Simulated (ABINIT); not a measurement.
Band structure of Tl (P6_3/mmc, 2 atoms in the cell).

```yaml
crystal:
  lattice:
    - [3.45467, 0.00000, 0.00000]
    - [-1.72734, 2.99183, 0.00000]
    - [0.00000, 0.00000, 5.57767]
  atoms:
    - { symbol: Tl, position: [0.33333, 0.66667, 0.25000] }
    - { symbol: Tl, position: [0.66667, 0.33333, 0.75000] }
```

Method: PBE, norm-conserving pseudopotentials (PseudoDojo nc-sr-05 PBE standard) (plane waves; ABINIT).

Settings: pseudos = [Tl.upf]; ecut = 30 Ha; ixc = 11; occopt = 7; tsmear = 0.00734986 Ha; ngkpt = 11 11 6; nshiftk = 1; shiftk = 0 0 0; potentials = PseudoDojo nc-sr-05 PBE standard; kptopt = 1; nstep = 100; tolvrs1 = 1e-10; ndtset = 2.

The starting cell comes from a database of computed structures (which also holds hypothetical and non-ambient phases and stackings), without a prior relaxation at this level. Its lattice was rescaled by a random factor within 2.5 % of one. Spin-orbit coupling is off.

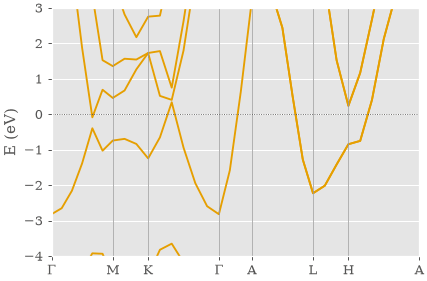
Figure. Bands along the path, energies from the Fermi level.

Levels in eV from the Fermi level, bands 10 to 17:
| point | 10 | 11 | 12 | 13 | 14 | 15 | 16 | 17 |
|---|---|---|---|---|---|---|---|---|
| Γ | -11.11 | -9.97 | -5.20 | -2.82 | 8.05 | 8.05 | 10.07 | 10.07 |
| M | -11.05 | -5.72 | -4.64 | -0.74 | 0.46 | 1.36 | 3.77 | 3.96 |
| K | -11.11 | -4.55 | -4.55 | -1.25 | 1.73 | 1.73 | 2.75 | 3.13 |
| A | -11.22 | -8.57 | -8.57 | 3.20 | 3.20 | 9.00 | 9.00 | 9.00 |
| L | -11.07 | -4.69 | -4.69 | -2.23 | -2.23 | 5.59 | 5.59 | 6.04 |
| H | -11.10 | -4.06 | -4.06 | -0.85 | -0.85 | 0.24 | 0.24 | 7.52 |

Bands cross the Fermi level along this path, so the cell is metallic at this level.
